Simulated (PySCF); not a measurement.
# H10O2Si5: the cost of one run

The runs use PySCF 2.14.0, with density-fitted response routines of our own; the level of theory stands in each step. All values are computed, except where a source is named. Atoms are numbered from 0 throughout.

### 1 The molecule as given

17 atoms, charge 0, multiplicity 1; geometry from: GFN2-xTB.

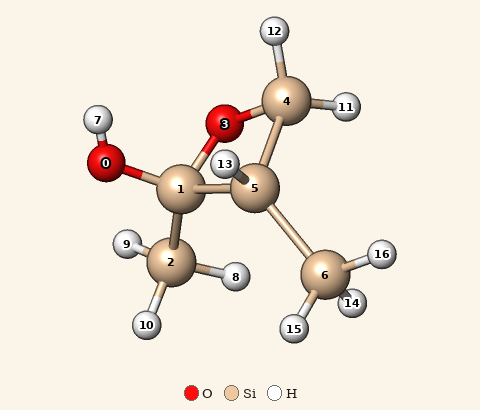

As it starts; oxygen red, silicon light orange, hydrogen white, atoms numbered.

### 2 Excited states and response: CAM-B3LYP/def2-SVPD

The job: settings as JSON, then the geometry in Å.

```
{"job": {"kind": "uv", "xc": "CAM-B3LYP", "basis": "def2-SVPD", "nstates": 8, "ntriplets": 3}, "charge": 0, "multiplicity": 1}
O     -0.943388    -2.218880     1.574107
Si    -0.589680    -1.068882     0.467355
Si    -0.548678    -2.168305    -1.548408
O     -1.878090     0.007078     0.473224
Si    -1.532383     1.552127     0.937620
Si     0.673993     0.798482     1.249226
Si     2.429937     1.689223     0.043797
H     -1.432840    -2.015441     2.367446
H     -0.605210    -1.229392    -2.676061
H     -1.596220    -3.164402    -1.798752
H      0.731040    -2.877161    -1.669835
H     -1.853853     2.402132    -0.208563
H     -2.459156     1.840576     2.033637
H      1.043938     0.731151     2.690930
H      2.152059     1.683789    -1.394784
H      3.692015     0.970264     0.230769
H      2.709518     3.079669     0.411662
```

Method: TDDFT CAM-B3LYP/def2-SVPD, vertical, gas phase, core orbitals frozen in the response.

Command:

```console
> OMP_NUM_THREADS=1 python probes_run.py task.json out
```

One launch serves the whole session: the jobs run in the order shown.

**Question.** How long does this job take on 1 thread of Intel Xeon 6975P-C, shared host, and how much memory does it need?

About 55 s, with a peak of 1.1 GiB.
